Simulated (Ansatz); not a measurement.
**Cl···SiH₄ (charge −1): density, localisation and related maps**

Input file:

```
crystal:
  periodic: [false, false, false]
  atoms:
    - {symbol: Cl, position_ang: [0.654790, -0.033421, -2.312954]}
    - {symbol: Si, position_ang: [-0.087716, 0.004460, 0.309766]}
    - {symbol: H, position_ang: [-0.597603, -1.335726, -0.073522]}
    - {symbol: H, position_ang: [-0.507138, 0.026129, 1.791800]}
    - {symbol: H, position_ang: [-0.843153, 1.184567, -0.179779]}
    - {symbol: H, position_ang: [1.380820, 0.154091, 0.464689]}
basis:
  gaussian: {orbitals: "def2-TZVPPD.json"}
total_charge: -1
hamiltonian: {xc: pbe0, dispersion: d4}
output: {orbitals: {seedname: orbitals}}
```

Run with:

```sh
ansatz run in.yaml --threads 2 --pin off --events-out ev --progress --plain --max-ram 5222MiB
```

Geometry: PBE0-D4/def2-TZVP.

Method: Ansatz, RKS PBE0-D4/def2-TZVPPD.

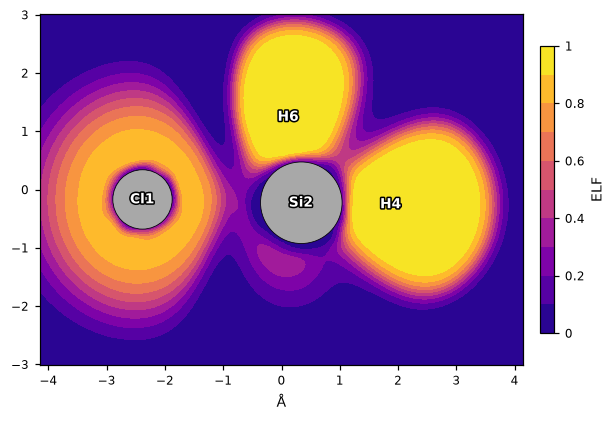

Figure 1. Electron localisation function on the plane of atoms H4, Si2 and H6. Grey discs cover the atomic cores.

Q: What does the map show?

A: Atoms in the plane: Cl, Si and H.

Cl1···H6 (2.88 Å): the ELF dips to about 0.10 between them: a weak contact between the two molecules.
Si–H (1.48 Å): the ELF climbs to about 1 towards the hydrogen, as it does in any bond to H.

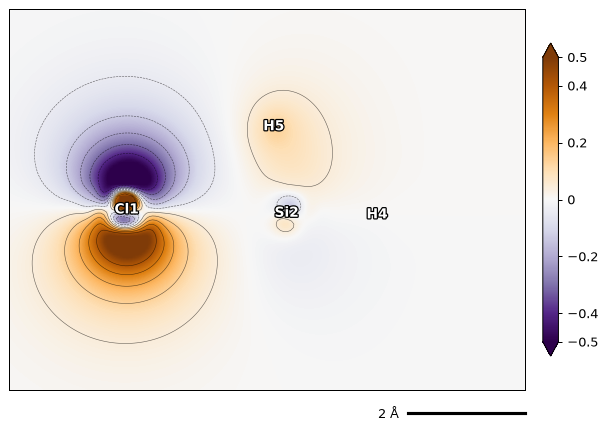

Figure 2. The HOMO−1 on the plane of atoms H4, Si2 and H5 (values in Å⁻³ᐟ²; the overall sign is arbitrary).

Q: Where does this orbital lie, and at what energy?

A: Its weight (Hirshfeld) is mainly on Cl1 (about 95 %); largely a lone pair of Cl1. It is one of a degenerate set, so its orientation is arbitrary. Its energy is −2.04 eV.

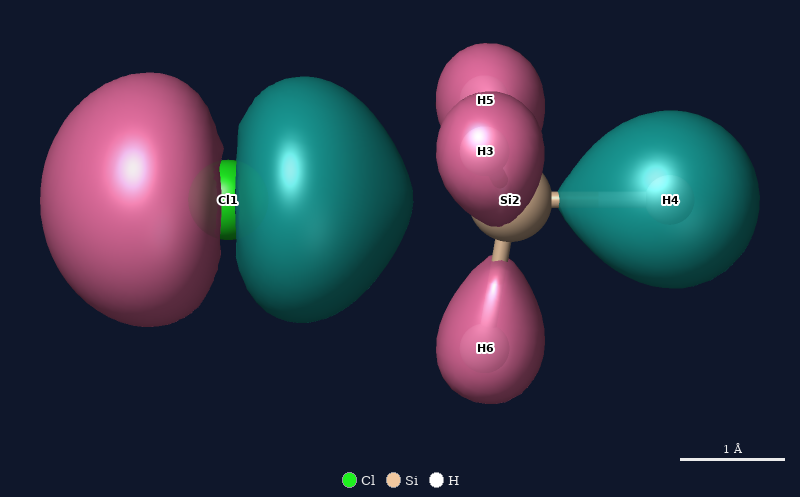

Figure 3. The HOMO at ±0.1 Å⁻³ᐟ² (teal and pink are the two phases), seen from one side.

Q: Where does this orbital lie, and at what energy?

A: By Hirshfeld shares it lies mainly on Cl1 (about 70 %), Si2 (about 10 %) and H4 (about 10 %); largely a lone pair of Cl1. Its energy is −1.98 eV.
